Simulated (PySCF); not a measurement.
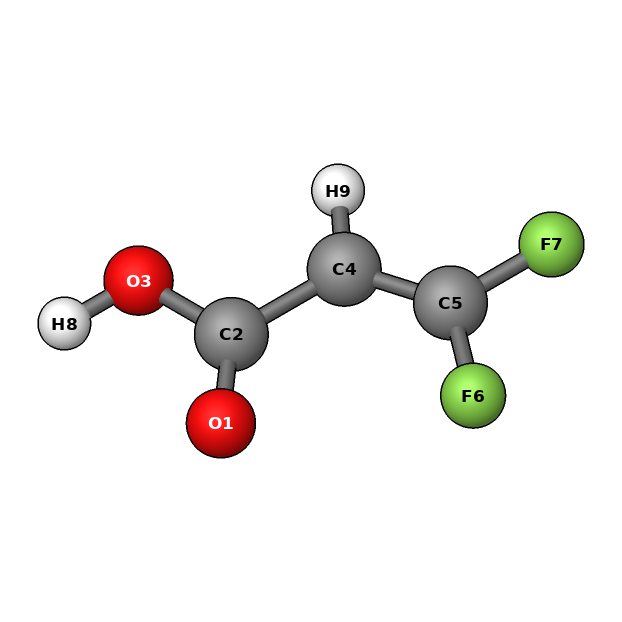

The computed structure is the end point of a GFN2-xTB optimisation. No frequency run is at hand to confirm it as a minimum. Electric field gradients from the ground-state density, B3LYP/pcJ-1 (PySCF 2.14.0), non-relativistic apart from any core potentials.

Give the largest field-gradient component, the quadrupole coupling constant and the asymmetry for 17O at O1 (Q = −25.6 mb), 17O at O3 (Q = −25.6 mb), 2H at H8 (Q = 2.86 mb), 2H at H9 (Q = 2.86 mb).

```csv
atom,V_zz (a.u.),e²qQ/h (MHz),η
O1,−1.554,9.35,0.11
O3,1.645,−9.89,0.46
H8,0.420,0.282,0.10
H9,0.318,0.213,0.12
```
